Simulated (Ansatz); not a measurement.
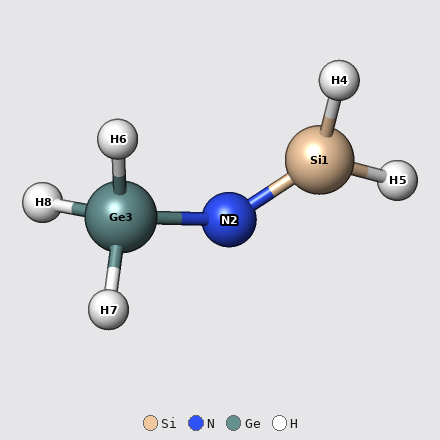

The system is GeH₅NSi, SMILES [SiH2]=[N][GeH3]; the picture shows the reference structure. Coordinates scanned: (1) umbrella angle at Si1 (between each of its bonds and their common axis; 90 is planar); (2) change of the bonds Si1–N2, Si1–H4, Si1–H5, all alike. Nothing is relaxed (all other coordinates rigid). The scan uses a 9 × 9 grid. Points are written as (first, second). All energies are given in kJ/mol relative to the lowest grid point. All numbers below come from RKS PBE0-D4/def2-TZVP (Ansatz 0.2.0).

Its coordinates:

```xyz
8

Si   -0.8149    1.2726   -0.8623
N     0.2796    0.1379   -0.7172
Ge    0.7157   -1.0333    0.6087
H    -1.8336    1.6816    0.1448
H    -0.9108    2.0692   -2.1059
H    -0.1820   -0.8783    1.8601
H     2.1805   -0.7861    1.0113
H     0.5655   -2.4636    0.0605
```

Range: umbrella angle at Si1 (between each of its bonds and their common axis; 90 is planar) from 66 to 114°; change of the bonds Si1–N2, Si1–H4, Si1–H5, all alike from −0.167 to 0.258 Å.

What will the energy surface look like?

The lowest grid point is at (90°, −0.008 Å). No other kind of well shows on this grid. The highest grid point, (114°, −0.167 Å), lies 303 kJ/mol above the lowest. Round the minimum the two coordinates are nearly uncoupled.

| second ↓, first → | 66 | 72 | 78 | 84 | 90 | 96 | 102 | 108 | 114 |
| --- | --- | --- | --- | --- | --- | --- | --- | --- | --- |
| 0.258 | 248 | 220 | 201 | 190 | 186 | 190 | 201 | 220 | 248 |
| 0.205 | 199 | 167 | 145 | 132 | 127 | 132 | 145 | 167 | 199 |
| 0.152 | 158 | 122 | 96 | 81 | 76 | 81 | 96 | 122 | 158 |
| 0.099 | 128 | 87 | 58 | 41 | 35 | 41 | 58 | 87 | 128 |
| 0.046 | 112 | 67 | 34 | 15 | 8 | 15 | 34 | 67 | 112 |
| −0.008 | 115 | 65 | 29 | 7 | 0 | 7 | 29 | 65 | 115 |
| −0.061 | 143 | 88 | 49 | 25 | 17 | 25 | 49 | 88 | 143 |
| −0.114 | 203 | 143 | 100 | 74 | 66 | 74 | 100 | 143 | 203 |
| −0.167 | 303 | 239 | 193 | 165 | 155 | 165 | 193 | 239 | 303 |

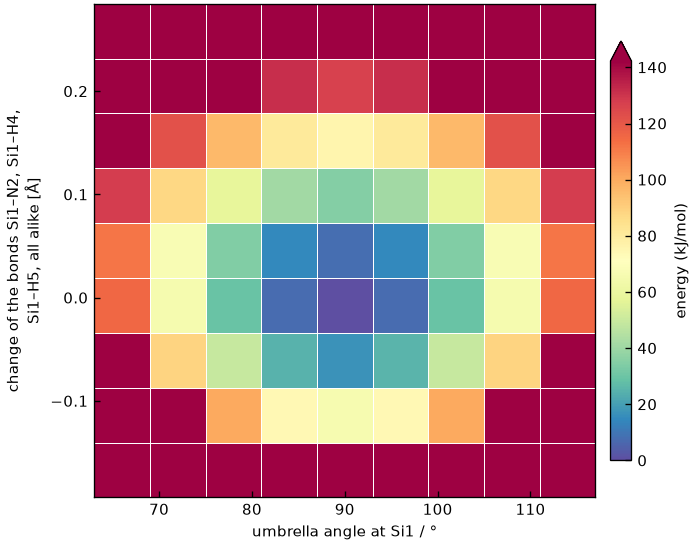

In the figure: one coloured cell a grid point, one colour for all values above the top of the scale.

Time for the 81 points that were run: 9.9 min on 1 thread of Arm Neoverse V1, with other jobs on the host.
